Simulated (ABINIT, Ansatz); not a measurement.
# ZrSnSe3 (Pm-3m): zone-centre phonons, part 2 of 3

Aim: the zone-centre modes of ZrSnSe3 (Pm-3m).

ABINIT 10.8.3; DFT LDA, scalar-relativistic, plane waves, JTH PAW pseudopotentials.

So far. Step 2 (Relaxation): The volume changes by +0.3 % from the cell with which this run began. Step 4 (Linear response at Γ): The acoustic modes at Γ come out as far as 6.1 cm⁻¹ from zero, where they should vanish, a small numerical error. The lowest optical mode is imaginary, 100i cm⁻¹, an instability at this level and on this k mesh. The relaxed cell has a = 5.110 Å (conventional setting).

The structure was built from a prototype and need not be the compound's stable phase.

## (5) Zone-centre analysis

anaddb reads the merged derivatives and imposes the acoustic sum rule.

anaddb.abi

```
ddb_filepath "gamma_DDB"
output_file "anaddb.abo"
outdata_prefix "anaddb"
asr 1
chneut 1
enunit 2
eivec 1
nph1l 1
qph1l 0.0 0.0 0.0 1.0
```

mrgddb.in

```
gamma_DDB
merged
1
dfpt_gammao_DDB
```

Run with:

```bash
> mrgddb < mrgddb.in > mrgddb.log
> OMP_NUM_THREADS=1 anaddb anaddb.abi > anaddb.log
```

anaddb.abo, the main output file:

```text
-outvars_anaddb: echo values of input variables ----------------------

 Miscellaneous information :
      enunit         2
       eivec         1
         asr         1
 First list of wavevector (reduced coord.) :
       nph1l         1
       qph1l
                     0.00000000E+00  0.00000000E+00  0.00000000E+00    1.000E+00

================================================================================

 read the DDB information and perform some checks

  ==== Info on the Cryst% object ====
 Real(R)+Recip(G) space primitive vectors, cartesian coordinates (Bohr,Bohr^-1):
 R(1)=  9.6565764  0.0000000  0.0000000  G(1)=  0.1035564  0.0000000  0.0000000
 R(2)=  0.0000000  9.6565764  0.0000000  G(2)=  0.0000000  0.1035564  0.0000000
 R(3)=  0.0000000  0.0000000  9.6565764  G(3)=  0.0000000  0.0000000  0.1035564
 Unit cell volume ucvol=  9.0047061E+02 bohr^3
 Angles (23,13,12)=  9.00000000E+01  9.00000000E+01  9.00000000E+01 degrees
 Time-reversal symmetry is present
 Reduced atomic positions [iatom, xred, symbol]:
    1)    0.0000000  0.0000000  0.0000000  Sn
    2)    0.5000000  0.5000000  0.5000000  Zr
    3)    0.5000000  0.5000000  0.0000000  Se
    4)    0.5000000  0.0000000  0.5000000  Se
    5)    0.0000000  0.5000000  0.5000000  Se

 DDB file with 1 blocks has been read.

================================================================================

 Treat the first list of vectors

  Phonon wavevector (reduced coordinates) :  0.00000  0.00000  0.00000
 Phonon energies in Hartree :
  -4.548417E-04 -4.548417E-04 -4.548417E-04 -3.126365E-04 -3.126365E-04
  -3.126365E-04 -2.160289E-04 -2.160289E-04 -2.160289E-04  3.065840E-08
   3.073286E-08  3.095518E-08  1.189809E-03  1.189809E-03  1.189809E-03
 Phonon energies in meV     :
- -1.237687E+01 -1.237687E+01 -1.237687E+01 -8.507273E+00 -8.507273E+00
- -8.507273E+00 -5.878447E+00 -5.878447E+00 -5.878447E+00  8.342576E-04
-  8.362837E-04  8.423332E-04  3.237634E+01  3.237634E+01  3.237634E+01
 Phonon frequencies in cm-1    :
- -9.982622E+01 -9.982622E+01 -9.982622E+01 -6.861579E+01 -6.861579E+01
- -6.861579E+01 -4.741287E+01 -4.741287E+01 -4.741287E+01  6.728741E-03
-  6.745083E-03  6.793876E-03  2.611328E+02  2.611328E+02  2.611328E+02
 Phonon frequencies in Thz     :
- -2.992715E+00 -2.992715E+00 -2.992715E+00 -2.057050E+00 -2.057050E+00
- -2.057050E+00 -1.421402E+00 -1.421402E+00 -1.421402E+00  2.017226E-04
-  2.022125E-04  2.036753E-04  7.828565E+00  7.828565E+00  7.828565E+00
 Phonon energies in Kelvin  :
- -1.436277E+02 -1.436277E+02 -1.436277E+02 -9.872281E+01 -9.872281E+01
- -9.872281E+01 -6.821655E+01 -6.821655E+01 -6.821655E+01  9.681158E-03
-  9.704670E-03  9.774871E-03  3.757118E+02  3.757118E+02  3.757118E+02

 Eigendisplacements
 (will be given, for each mode : in cartesian coordinates
   for each atom the real part of the displacement vector,
   then the imaginary part of the displacement vector - absolute values smaller than 1.0d-7 are set to zero)
  Mode number    1   Energy   -4.548417E-04
 Attention : low frequency mode.
   (Could be unstable or acoustic mode)
-  1  0.00000000E+00  0.00000000E+00  1.60911836E-03
-     0.00000000E+00  0.00000000E+00  0.00000000E+00
-  2  0.00000000E+00  0.00000000E+00  2.07266311E-04
-     0.00000000E+00  0.00000000E+00  0.00000000E+00
-  3  0.00000000E+00  0.00000000E+00 -2.28775396E-04
-     0.00000000E+00  0.00000000E+00  0.00000000E+00
-  4  0.00000000E+00  0.00000000E+00 -1.21508243E-03
-     0.00000000E+00  0.00000000E+00  0.00000000E+00
-  5  0.00000000E+00  0.00000000E+00 -1.21508243E-03
-     0.00000000E+00  0.00000000E+00  0.00000000E+00
  Mode number    2   Energy   -4.548417E-04
 Attention : low frequency mode.
   (Could be unstable or acoustic mode)
-  1  0.00000000E+00 -1.60911836E-03  0.00000000E+00
-     0.00000000E+00  0.00000000E+00  0.00000000E+00
-  2  0.00000000E+00 -2.07266311E-04  0.00000000E+00
-     0.00000000E+00  0.00000000E+00  0.00000000E+00
-  3  0.00000000E+00  1.21508243E-03  0.00000000E+00
-     0.00000000E+00  0.00000000E+00  0.00000000E+00
-  4  0.00000000E+00  2.28775396E-04  0.00000000E+00
-     0.00000000E+00  0.00000000E+00  0.00000000E+00
-  5  0.00000000E+00  1.21508243E-03  0.00000000E+00
-     0.00000000E+00  0.00000000E+00  0.00000000E+00
  Mode number    3   Energy   -4.548417E-04
 Attention : low frequency mode.
   (Could be unstable or acoustic mode)
-  1  1.60911836E-03  0.00000000E+00  0.00000000E+00
-     0.00000000E+00  0.00000000E+00  0.00000000E+00
-  2  2.07266311E-04  0.00000000E+00  0.00000000E+00
-     0.00000000E+00  0.00000000E+00  0.00000000E+00
-  3 -1.21508243E-03  0.00000000E+00  0.00000000E+00
-     0.00000000E+00  0.00000000E+00  0.00000000E+00
-  4 -1.21508243E-03  0.00000000E+00  0.00000000E+00
-     0.00000000E+00  0.00000000E+00  0.00000000E+00
-  5 -2.28775396E-04  0.00000000E+00  0.00000000E+00
-     0.00000000E+00  0.00000000E+00  0.00000000E+00
  Mode number    4   Energy   -3.126365E-04
 Attention : low frequency mode.
   (Could be unstable or acoustic mode)
-  1  0.00000000E+00  0.00000000E+00  0.00000000E+00
-     0.00000000E+00  0.00000000E+00  0.00000000E+00
-  2  0.00000000E+00  0.00000000E+00  0.00000000E+00
-     0.00000000E+00  0.00000000E+00  0.00000000E+00
-  3  0.00000000E+00  0.00000000E+00  0.00000000E+00
-     0.00000000E+00  0.00000000E+00  0.00000000E+00
-  4  0.00000000E+00  0.00000000E+00 -1.86380890E-03
-     0.00000000E+00  0.00000000E+00  0.00000000E+00
-  5  0.00000000E+00  0.00000000E+00  1.86380890E-03
-     0.00000000E+00  0.00000000E+00  0.00000000E+00
  Mode number    5   Energy   -3.126365E-04
 Attention : low frequency mode.
   (Could be unstable or acoustic mode)
-  1  0.00000000E+00  0.00000000E+00  0.00000000E+00
-     0.00000000E+00  0.00000000E+00  0.00000000E+00
-  2  0.00000000E+00  0.00000000E+00  0.00000000E+00
-     0.00000000E+00  0.00000000E+00  0.00000000E+00
-  3  0.00000000E+00 -1.86380890E-03  0.00000000E+00
-     0.00000000E+00  0.00000000E+00  0.00000000E+00
-  4  0.00000000E+00  0.00000000E+00  0.00000000E+00
-     0.00000000E+00  0.00000000E+00  0.00000000E+00
-  5  0.00000000E+00  1.86380890E-03  0.00000000E+00
-     0.00000000E+00  0.00000000E+00  0.00000000E+00
  Mode number    6   Energy   -3.126365E-04
 Attention : low frequency mode.
   (Could be unstable or acoustic mode)
-  1  0.00000000E+00  0.00000000E+00  0.00000000E+00
-     0.00000000E+00  0.00000000E+00  0.00000000E+00
-  2  0.00000000E+00  0.00000000E+00  0.00000000E+00
-     0.00000000E+00  0.00000000E+00  0.00000000E+00
-  3  1.86380890E-03  0.00000000E+00  0.00000000E+00
-     0.00000000E+00  0.00000000E+00  0.00000000E+00
-  4 -1.86380890E-03  0.00000000E+00  0.00000000E+00
-     0.00000000E+00  0.00000000E+00  0.00000000E+00
-  5  0.00000000E+00  0.00000000E+00  0.00000000E+00
-     0.00000000E+00  0.00000000E+00  0.00000000E+00
  Mode number    7   Energy   -2.160289E-04
 Attention : low frequency mode.
   (Could be unstable or acoustic mode)
-  1  0.00000000E+00  0.00000000E+00 -8.96618983E-04
-     0.00000000E+00  0.00000000E+00  0.00000000E+00
-  2  0.00000000E+00  0.00000000E+00  1.76421368E-03
-     0.00000000E+00  0.00000000E+00  0.00000000E+00
-  3  0.00000000E+00  0.00000000E+00  9.19778041E-04
-     0.00000000E+00  0.00000000E+00  0.00000000E+00
-  4  0.00000000E+00  0.00000000E+00 -8.05315230E-04
-     0.00000000E+00  0.00000000E+00  0.00000000E+00
-  5  0.00000000E+00  0.00000000E+00 -8.05315230E-04
-     0.00000000E+00  0.00000000E+00  0.00000000E+00
  Mode number    8   Energy   -2.160289E-04
 Attention : low frequency mode.
   (Could be unstable or acoustic mode)
-  1  0.00000000E+00  8.96618983E-04  0.00000000E+00
-     0.00000000E+00  0.00000000E+00  0.00000000E+00
-  2  0.00000000E+00 -1.76421368E-03  0.00000000E+00
-     0.00000000E+00  0.00000000E+00  0.00000000E+00
-  3  0.00000000E+00  8.05315230E-04  0.00000000E+00
-     0.00000000E+00  0.00000000E+00  0.00000000E+00
-  4  0.00000000E+00 -9.19778041E-04  0.00000000E+00
-     0.00000000E+00  0.00000000E+00  0.00000000E+00
-  5  0.00000000E+00  8.05315230E-04  0.00000000E+00
-     0.00000000E+00  0.00000000E+00  0.00000000E+00
  Mode number    9   Energy   -2.160289E-04
 Attention : low frequency mode.
   (Could be unstable or acoustic mode)
-  1  8.96618983E-04  0.00000000E+00  0.00000000E+00
-     0.00000000E+00  0.00000000E+00  0.00000000E+00
-  2 -1.76421368E-03  0.00000000E+00  0.00000000E+00
-     0.00000000E+00  0.00000000E+00  0.00000000E+00
-  3  8.05315230E-04  0.00000000E+00  0.00000000E+00
-     0.00000000E+00  0.00000000E+00  0.00000000E+00
-  4  8.05315230E-04  0.00000000E+00  0.00000000E+00
-     0.00000000E+00  0.00000000E+00  0.00000000E+00
-  5 -9.19778041E-04  0.00000000E+00  0.00000000E+00
-     0.00000000E+00  0.00000000E+00  0.00000000E+00
  Mode number   10   Energy    3.065840E-08
 Attention : low frequency mode.
   (Could be unstable or acoustic mode)
-  1  0.00000000E+00  0.00000000E+00 -1.10803207E-03
-     0.00000000E+00  0.00000000E+00  0.00000000E+00
-  2  0.00000000E+00  0.00000000E+00 -1.10822654E-03
-     0.00000000E+00  0.00000000E+00  0.00000000E+00
-  3  0.00000000E+00  0.00000000E+00 -1.10812222E-03
-     0.00000000E+00  0.00000000E+00  0.00000000E+00
-  4  0.00000000E+00  0.00000000E+00 -1.10790519E-03
-     0.00000000E+00  0.00000000E+00  0.00000000E+00
-  5  0.00000000E+00  0.00000000E+00 -1.10790519E-03
-     0.00000000E+00  0.00000000E+00  0.00000000E+00
  Mode number   11   Energy    3.073286E-08
 Attention : low frequency mode.
   (Could be unstable or acoustic mode)
-  1  0.00000000E+00 -1.10803207E-03  0.00000000E+00
-     0.00000000E+00  0.00000000E+00  0.00000000E+00
-  2  0.00000000E+00 -1.10822654E-03  0.00000000E+00
-     0.00000000E+00  0.00000000E+00  0.00000000E+00
-  3  0.00000000E+00 -1.10790519E-03  0.00000000E+00
-     0.00000000E+00  0.00000000E+00  0.00000000E+00
-  4  0.00000000E+00 -1.10812222E-03  0.00000000E+00
-     0.00000000E+00  0.00000000E+00  0.00000000E+00
-  5  0.00000000E+00 -1.10790519E-03  0.00000000E+00
-     0.00000000E+00  0.00000000E+00  0.00000000E+00
  Mode number   12   Energy    3.095518E-08
 Attention : low frequency mode.
   (Could be unstable or acoustic mode)
-  1  1.10803207E-03  0.00000000E+00  0.00000000E+00
-     0.00000000E+00  0.00000000E+00  0.00000000E+00
-  2  1.10822654E-03  0.00000000E+00  0.00000000E+00
-     0.00000000E+00  0.00000000E+00  0.00000000E+00
-  3  1.10790519E-03  0.00000000E+00  0.00000000E+00
-     0.00000000E+00  0.00000000E+00  0.00000000E+00
-  4  1.10790519E-03  0.00000000E+00  0.00000000E+00
-     0.00000000E+00  0.00000000E+00  0.00000000E+00
-  5  1.10812222E-03  0.00000000E+00  0.00000000E+00
-     0.00000000E+00  0.00000000E+00  0.00000000E+00
  Mode number   13   Energy    1.189809E-03
-  1  0.00000000E+00  0.00000000E+00  1.59480235E-05
-     0.00000000E+00  0.00000000E+00  0.00000000E+00
-  2  0.00000000E+00  0.00000000E+00  1.27670387E-03
-     0.00000000E+00  0.00000000E+00  0.00000000E+00
-  3  0.00000000E+00  0.00000000E+00 -2.19574647E-03
-     0.00000000E+00  0.00000000E+00  0.00000000E+00
-  4  0.00000000E+00  0.00000000E+00  3.48384513E-04
-     0.00000000E+00  0.00000000E+00  0.00000000E+00
-  5  0.00000000E+00  0.00000000E+00  3.48384513E-04
-     0.00000000E+00  0.00000000E+00  0.00000000E+00
  Mode number   14   Energy    1.189809E-03
-  1  0.00000000E+00 -1.59480235E-05  0.00000000E+00
-     0.00000000E+00  0.00000000E+00  0.00000000E+00
-  2  0.00000000E+00 -1.27670387E-03  0.00000000E+00
-     0.00000000E+00  0.00000000E+00  0.00000000E+00
-  3  0.00000000E+00 -3.48384513E-04  0.00000000E+00
-     0.00000000E+00  0.00000000E+00  0.00000000E+00
-  4  0.00000000E+00  2.19574647E-03  0.00000000E+00
-     0.00000000E+00  0.00000000E+00  0.00000000E+00
-  5  0.00000000E+00 -3.48384513E-04  0.00000000E+00
-     0.00000000E+00  0.00000000E+00  0.00000000E+00
  Mode number   15   Energy    1.189809E-03
-  1  1.59480235E-05  0.00000000E+00  0.00000000E+00
-     0.00000000E+00  0.00000000E+00  0.00000000E+00
-  2  1.27670387E-03  0.00000000E+00  0.00000000E+00
-     0.00000000E+00  0.00000000E+00  0.00000000E+00
-  3  3.48384513E-04  0.00000000E+00  0.00000000E+00
-     0.00000000E+00  0.00000000E+00  0.00000000E+00
-  4  3.48384513E-04  0.00000000E+00  0.00000000E+00
-     0.00000000E+00  0.00000000E+00  0.00000000E+00
-  5 -2.19574647E-03  0.00000000E+00  0.00000000E+00
-     0.00000000E+00  0.00000000E+00  0.00000000E+00

 Analysis of degeneracies and characters (maximum tolerance=1.00E-06 a.u.)
 For each vibration mode, or group of modes if degenerate,
 the characters are given for each symmetry operation (see the list in the log file).
 Symmetry characters of vibration mode #   1
       degenerate with vibration modes #   2 to    3
  3.0 -3.0 -1.0  1.0 -1.0  1.0 -1.0  1.0  1.0 -1.0 -1.0  1.0  1.0 -1.0 -1.0  1.0
 -0.0  0.0 -0.0  0.0  0.0 -0.0  0.0 -0.0  1.0 -1.0 -1.0  1.0 -1.0  1.0  1.0 -1.0
 -0.0  0.0  0.0 -0.0  0.0 -0.0 -0.0  0.0  1.0 -1.0  1.0 -1.0 -1.0  1.0 -1.0  1.0
 Symmetry characters of vibration mode #   4
       degenerate with vibration modes #   5 to    6
  3.0 -3.0 -1.0  1.0 -1.0  1.0 -1.0  1.0 -1.0  1.0  1.0 -1.0 -1.0  1.0  1.0 -1.0
  0.0 -0.0  0.0 -0.0 -0.0  0.0 -0.0  0.0 -1.0  1.0  1.0 -1.0  1.0 -1.0 -1.0  1.0
  0.0 -0.0 -0.0  0.0 -0.0  0.0  0.0 -0.0 -1.0  1.0 -1.0  1.0  1.0 -1.0  1.0 -1.0
 Symmetry characters of vibration mode #   7
       degenerate with vibration modes #   8 to    9
  3.0 -3.0 -1.0  1.0 -1.0  1.0 -1.0  1.0  1.0 -1.0 -1.0  1.0  1.0 -1.0 -1.0  1.0
 -0.0  0.0  0.0 -0.0 -0.0  0.0 -0.0  0.0  1.0 -1.0 -1.0  1.0 -1.0  1.0  1.0 -1.0
 -0.0  0.0 -0.0  0.0 -0.0  0.0  0.0 -0.0  1.0 -1.0  1.0 -1.0 -1.0  1.0 -1.0  1.0
 Symmetry characters of vibration mode #  10
       degenerate with vibration modes #  11 to   12
  3.0 -3.0 -1.0  1.0 -1.0  1.0 -1.0  1.0  1.0 -1.0 -1.0  1.0  1.0 -1.0 -1.0  1.0
  0.0 -0.0 -0.0  0.0 -0.0  0.0  0.0 -0.0  1.0 -1.0 -1.0  1.0 -1.0  1.0  1.0 -1.0
  0.0 -0.0 -0.0  0.0  0.0 -0.0 -0.0  0.0  1.0 -1.0  1.0 -1.0 -1.0  1.0 -1.0  1.0
 Symmetry characters of vibration mode #  13
       degenerate with vibration modes #  14 to   15
  3.0 -3.0 -1.0  1.0 -1.0  1.0 -1.0  1.0  1.0 -1.0 -1.0  1.0  1.0 -1.0 -1.0  1.0
 -0.0  0.0 -0.0  0.0 -0.0  0.0  0.0 -0.0  1.0 -1.0 -1.0  1.0 -1.0  1.0  1.0 -1.0
 -0.0  0.0 -0.0  0.0  0.0 -0.0 -0.0  0.0  1.0 -1.0  1.0 -1.0 -1.0  1.0 -1.0  1.0
-
```

Run time: 0.53 s. Hardware: 1 thread of Arm Neoverse V1, shared host.

Numbers from this step:

| Item | Value |
| --- | --- |
| lowest optical zone-centre mode | -99.83 cm⁻¹ |

No LO-TO term; unit eigenvectors of the mass-weighted matrix, from anaddb's displacements. Modes at Γ, with each element's share of the kinetic energy (negative means imaginary):

| mode | frequency (cm⁻¹) | symmetry | Sn % | Zr % | Se % |
| --- | --- | --- | --- | --- | --- |
| 1 | -99.8 | T1u | 56 | 1 | 43 |
| 2 | -99.8 | T1u | 56 | 1 | 43 |
| 3 | -99.8 | T1u | 56 | 1 | 43 |
| 4 | -68.6 | T2u | 0 | 0 | 100 |
| 5 | -68.6 | T2u | 0 | 0 | 100 |
| 6 | -68.6 | T2u | 0 | 0 | 100 |
| 7 | -47.4 | T1u | 17 | 52 | 31 |
| 8 | -47.4 | T1u | 17 | 52 | 31 |
| 9 | -47.4 | T1u | 17 | 52 | 31 |
| 10 | 0.0 | acoustic | 27 | 20 | 53 |
| 11 | 0.0 | acoustic | 27 | 20 | 53 |
| 12 | 0.0 | acoustic | 27 | 20 | 53 |
| 13 | 261.1 | T1u | 0 | 27 | 73 |
| 14 | 261.1 | T1u | 0 | 27 | 73 |
| 15 | 261.1 | T1u | 0 | 27 | 73 |

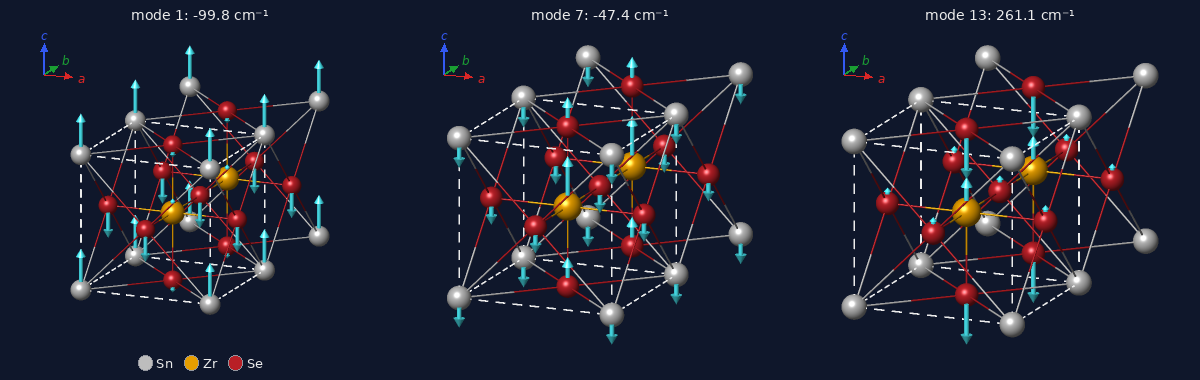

Displacement patterns of modes 1, 7 and 13 at Γ; arrows are exaggerated. 1×2×1 cells are drawn. Some periodic images of atoms are drawn too.

The rule also moves an optical mode by 0.4 cm⁻¹.

(Part 2 of 3 ends here.)

[Host names and launcher messages were left out of these logs when they were recorded.]

[Logs are printed without paths, hosts, clocks, repeated set-up lines and the standing remarks that a program may print on its own settings, such as how far it seeks lower states.]

[Hosts, paths, dates, database ids (printed as entryN), source tags and the programs' standing remarks are cut or masked in the printed files.]
